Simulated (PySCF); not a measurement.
# Two runs on C₂H₈O₂Si

System: C₂H₈O₂Si.
Method of the first run: TDDFT LDA/def2-SVPD, vertical, gas phase, core orbitals frozen in the response (PySCF 2.14.0).

The geometry comes from this level: PBE0-D3(BJ)/def2-SVP. Text and figures count atoms from 1; the logs count them from 0 in places.

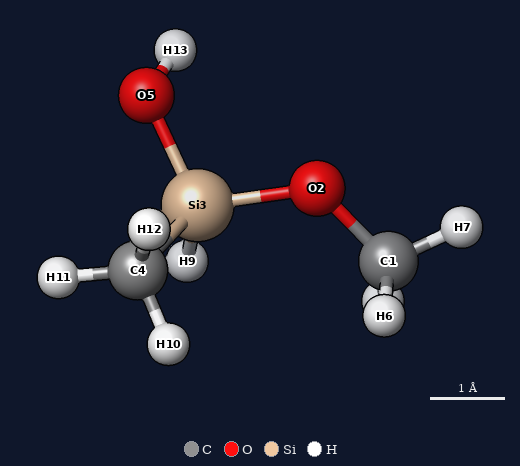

Fig. 1: The structure (ball-and-stick view, seen at a tilt; atoms are numbered from 1 in the order of the input). Bond lengths as drawn: C–H 1.10 to 1.11 Å, C–O 1.40 Å, C–Si 1.86 Å, H–O 0.96 Å, H–Si 1.50 Å and O–Si 1.66 to 1.67 Å.

## Input, the first run
```
{"job": {"kind": "uv", "xc": "LDA", "basis": "def2-SVPD", "ip": true}, "charge": 0, "multiplicity": 1}
C      1.358900    -0.972383     0.336931
O      0.712264     0.174251     0.803150
Si    -0.357455     1.090164    -0.085947
C     -2.023592     0.286212    -0.237224
O     -0.582969     2.512433     0.730053
H      0.664429    -1.825857     0.222990
H      2.133651    -1.268934     1.061299
H      1.854424    -0.808597    -0.639155
H      0.268033     1.313598    -1.431008
H     -1.954289    -0.675221    -0.769846
H     -2.722622     0.931878    -0.790587
H     -2.445842     0.097918     0.761904
H      0.211588     2.993220     0.978645
```

The first line tells a small driver script what to run in PySCF; the rest is the geometry in Å.

Launched with:
```bash
OMP_NUM_THREADS=1 python <driver script> task.json out
```

Hardware: 1 CPU thread, shared host.

## Output (the first run)
```
coarse grid: 10928 points
cycle   1  E = -517.4911103122  dE =  3.966e-01  |g| = 1.062e+00  |ddm| = 4.619e+00
cycle   2  E = -516.5338647907  dE =  9.572e-01  |g| = 2.385e+00  |ddm| = 3.110e+00
cycle   3  E = -517.7083763850  dE = -1.175e+00  |g| = 2.398e-01  |ddm| = 2.396e+00
cycle   4  E = -517.7192150665  dE = -1.084e-02  |g| = 1.222e-01  |ddm| = 3.525e-01
cycle   5  E = -517.7227059363  dE = -3.491e-03  |g| = 2.638e-02  |ddm| = 1.437e-01
cycle   6  E = -517.7228349616  dE = -1.290e-04  |g| = 1.487e-02  |ddm| = 4.191e-02
cycle   7  E = -517.7228774695  dE = -4.251e-05  |g| = 2.410e-03  |ddm| = 1.470e-02
cycle   8  E = -517.7228786954  dE = -1.226e-06  |g| = 6.720e-04  |ddm| = 3.354e-03
final grid: 99736 points
cycle   9  E = -517.8111581483  dE = -3.518e-05  |g| = 3.517e-03  |ddm| = 7.642e-02
cycle  10  E = -517.8111541162  dE =  4.032e-06  |g| = 5.416e-03  |ddm| = 8.825e-03
cycle  11  E = -517.8111611668  dE = -7.051e-06  |g| = 5.000e-04  |ddm| = 5.425e-03
cycle  12  E = -517.8111611938  dE = -2.708e-08  |g| = 3.765e-04  |ddm| = 8.407e-04
cycle  13  E = -517.8111612216  dE = -2.772e-08  |g| = 3.871e-05  |ddm| = 3.385e-04
cycle  14  E = -517.8111612219  dE = -3.328e-10  |g| = 1.839e-05  |ddm| = 6.660e-05
converged SCF energy = -517.8111612219

Static polarisability (au): isotropic 63.177, principal 57.085 63.335 69.110

Singlet excitations
state   eV       nm        f      main configurations
  1   6.2014    199.9   0.00146   H->L 1.00
  2   6.4870    191.1   0.00294   H->L+1 0.99
  3   6.9345    178.8   0.03003   H->L+2 0.85, H-1->L 0.14
  4   7.0009    177.1   0.01929   H-1->L 0.83, H->L+2 0.13
  5   7.2411    171.2   0.01614   H-1->L+1 0.91
  6   7.2512    171.0   0.00654   H-2->L 0.93
  7   7.4437    166.6   0.04091   H->L+3 0.91
  8   7.5221    164.8   0.02340   H-2->L+1 0.90
  9   7.6809    161.4   0.01508   H-1->L+2 0.96
 10   7.7493    160.0   0.03734   H->L+4 0.96

Triplet excitations (Tamm-Dancoff, eV): 6.1180 6.3657 6.7910 6.8319
Vertical ionisation energy (delta-SCF) = 9.6317 eV
```

The input of the second run differs as follows (lines with − go, lines with + come):
```diff
-"xc": "LDA"
+"xc": "BHandHLYP"
```

What does this change do to the results?

The total energies belong to different methods, so their difference says nothing on which is more stable or more accurate. The HOMO goes from −6.56 to −9.41 eV. The LUMO goes from −0.39 to 0.90 eV. The dipole moment goes from 1.33 to 1.53 D. The lowest excitation goes from 6.20 to 7.98 eV. The strongest computed line goes from 7.44 to 9.01 eV. The functional changes from LDA to BHandHLYP. Exact exchange removes part of the self-interaction error of semilocal functionals, which pushes filled and empty levels apart. The SCF takes 12 iterations against 14.

## Output (the second run)
```
coarse grid: 10928 points
cycle   1  E = -520.4990150162  dE =  3.814e-01  |g| = 8.083e-01  |ddm| = 4.315e+00
cycle   2  E = -520.4565978579  dE =  4.242e-02  |g| = 9.504e-01  |ddm| = 1.691e+00
cycle   3  E = -520.6253797344  dE = -1.688e-01  |g| = 5.639e-02  |ddm| = 8.393e-01
cycle   4  E = -520.6259496083  dE = -5.699e-04  |g| = 2.440e-02  |ddm| = 8.855e-02
cycle   5  E = -520.6261003277  dE = -1.507e-04  |g| = 4.648e-03  |ddm| = 3.261e-02
cycle   6  E = -520.6261047835  dE = -4.456e-06  |g| = 1.645e-03  |ddm| = 6.695e-03
final grid: 99736 points
cycle   7  E = -520.6815238783  dE = -1.213e-05  |g| = 2.814e-03  |ddm| = 4.589e-02
cycle   8  E = -520.6815237484  dE =  1.299e-07  |g| = 3.073e-03  |ddm| = 6.568e-03
cycle   9  E = -520.6815255327  dE = -1.784e-06  |g| = 2.906e-04  |ddm| = 2.585e-03
cycle  10  E = -520.6815255503  dE = -1.766e-08  |g| = 1.004e-04  |ddm| = 4.214e-04
cycle  11  E = -520.6815255530  dE = -2.699e-09  |g| = 1.541e-05  |ddm| = 1.578e-04
cycle  12  E = -520.6815255531  dE = -6.651e-11  |g| = 4.427e-06  |ddm| = 3.640e-05
converged SCF energy = -520.6815255531

Static polarisability (au): isotropic 56.654, principal 51.701 56.890 61.371

Singlet excitations
state   eV       nm        f      main configurations
  1   7.9761    155.4   0.00079   H->L 0.83
  2   8.1491    152.1   0.00555   H->L+1 0.78
  3   8.6146    143.9   0.03921   H->L+2 0.41, H-2->L 0.20, H->L+4 0.10
  4   8.6992    142.5   0.04329   H-1->L 0.27, H->L+2 0.19, H-2->L+1 0.10
  5   8.8733    139.7   0.01080   H-1->L 0.35, H-1->L+1 0.25, H-2->L 0.11
  6   9.0115    137.6   0.10920   H->L+4 0.37, H->L+3 0.21, H->L+2 0.18
  7   9.1624    135.3   0.04832   H-1->L+1 0.53, H-1->L 0.13, H-2->L+1 0.11
  8   9.2752    133.7   0.08564   H->L+3 0.29, H-2->L+1 0.17, H-2->L 0.16
  9   9.3825    132.1   0.02730   H-3->L 0.29, H-2->L+1 0.16, H-2->L 0.13
 10   9.5878    129.3   0.06582   H->L+3 0.23, H->L+4 0.20, H-2->L+1 0.13

Triplet excitations (Tamm-Dancoff, eV): 7.7346 7.8700 8.2385 8.3897
Vertical ionisation energy (delta-SCF) = 10.2726 eV
```

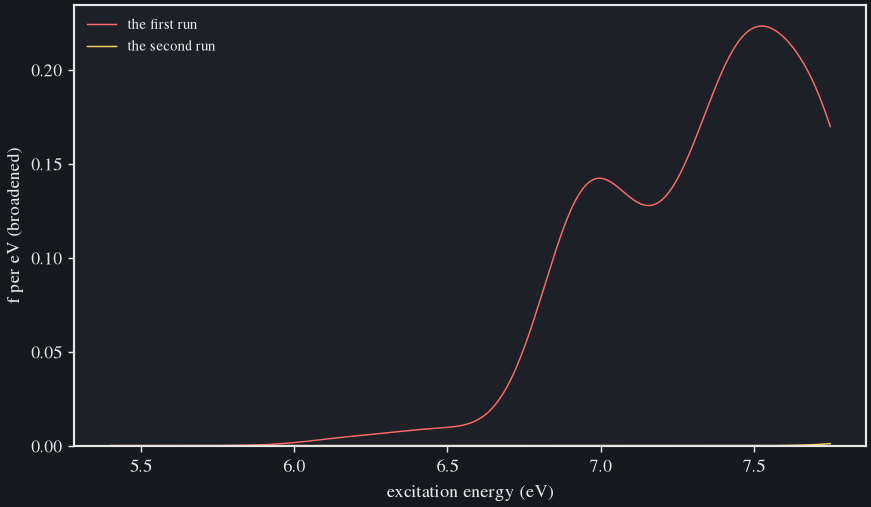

Fig. 2: Absorption of the two runs from their computed states, each broadened by a Gaussian of 0.35 eV full width; the range ends where the shorter list of states ends.

## The two runs side by side

```csv
quantity,the first run,the second run
outcome,converged,converged
total energy (hartree),−517.811161,−520.681526
HOMO (eV),−6.56,−9.41
LUMO (eV),−0.39,0.90
dipole moment (D),1.33,1.53
lowest excitation (eV),6.20,7.98
SCF iterations,14,12
strongest computed line (eV),7.44,9.01
basis functions,174,174
wall time (shared host),1.8 min,2.8 min
```
